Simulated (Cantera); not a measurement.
Input: 1 mol C3H8, 23 mol H2, at 0.620 bar.

These are equilibrium values from Cantera (NASA tables, ideal gas, pure condensed phases), not measurements of a reactor. Candidate condensed phases: C, C6H6, C7H8, C8H18; 76 gas species. Kinetics and transport are ignored.

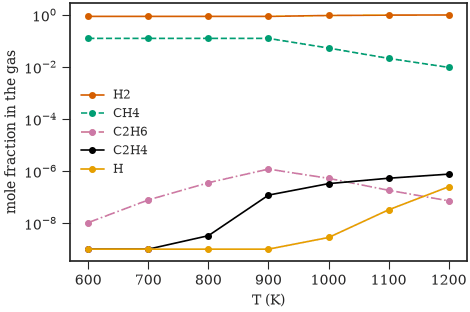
Figure. Equilibrium gas composition (values under 1e-9 drawn at 1e-9)

Read off the mole fractions at 700 K.

H2 about 0.88, CH4 about 0.12, C2H6 about 7.8e-8.
